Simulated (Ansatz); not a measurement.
# CH4Mg (SMILES [CH3][MgH]): what the fields show

```yaml
atoms:
  - { symbol: C, position_ang: [0.1876, -0.5609, 1.1560] }
  - { symbol: Mg, position_ang: [-0.9258, 0.4460, -0.2971] }
  - { symbol: H, position_ang: [1.1277, -0.9476, 0.7508] }
  - { symbol: H, position_ang: [-1.8335, 1.2665, -1.4818] }
  - { symbol: H, position_ang: [0.4439, 0.0924, 1.9956] }
  - { symbol: H, position_ang: [-0.3602, -1.4140, 1.5678] }
```

Geometry: B3LYP-D4/def2-TZVP.

Theory: isolated molecule in a Gaussian basis; Kohn-Sham density functional theory, functional PBE0 (Ansatz 0.2.0).

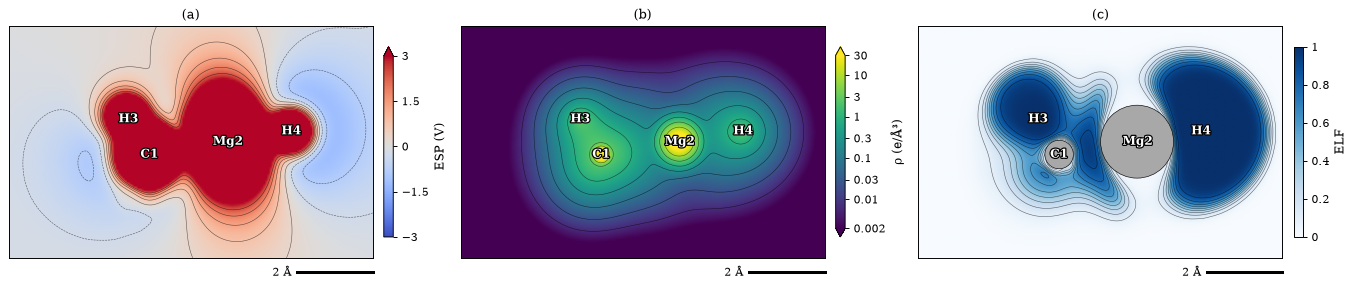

Figure 1. (a) molecular electrostatic potential; (b) total electron density; (c) electron localisation function on the plane of atoms Mg2, C1 and H3. Grey discs cover the atomic cores in the ELF map.

Describe what can be read from this map.

Answer. Atoms in the plane: C, Mg and H.
C–Mg (2.09 Å): ρ at the midpoint is about 0.49 e/Å³; the ELF peaks at about 0.95 in the valence shell of C, 0.8 Å from its nucleus, and is about 0.75 at the midpoint.
C–H (1.09 Å): the density is about 1.9 e/Å³ at the midpoint; the ELF climbs to about 1 towards the hydrogen, as it does in any bond to H; an ordinary covalent bond to hydrogen.
Mg–H (1.70 Å): ρ is about 0.37 e/Å³ halfway; the ELF climbs to about 1 towards the hydrogen.
Outside the dense part of the molecule the potential is most negative (−1.2 V) near H4.

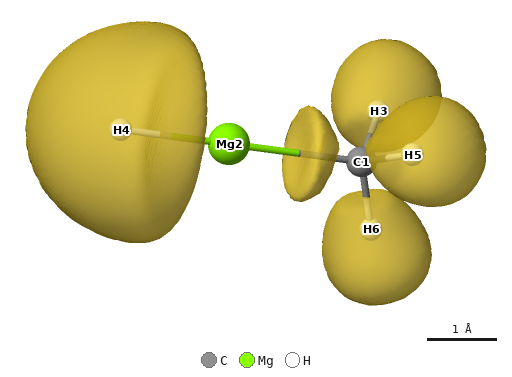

Figure 2. Isosurface of the ELF at 0.85 (yellow), seen at a tilt. Core shells and regions of very low density are left out.

What do the ELF domains correspond to?

Answer. The ELF exceeds this value in four regions around hydrogen nuclei and one lobe of the valence shell of C pointing towards Mg.

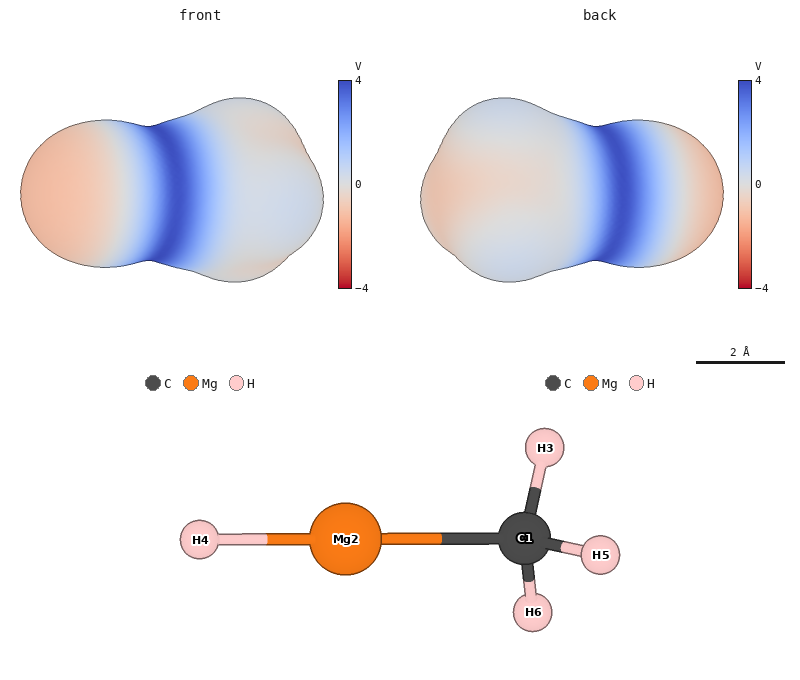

Figure 3. The electrostatic potential painted on the density surface at 0.002 e/bohr³, seen from the front and from behind; the colour scale runs from red (negative) to blue (positive). The bare structure is drawn below in the same view.

Where is the surface potential most negative and most positive?

Answer. The most negative region (about −1.2 V, or −28 kcal/mol for a unit charge) lies over H4, the most positive (about +3.9 V, or +90 kcal/mol for a unit charge) over Mg2.

How polar is the molecule by this calculation?

Answer. Its dipole moment is 0.42 D.
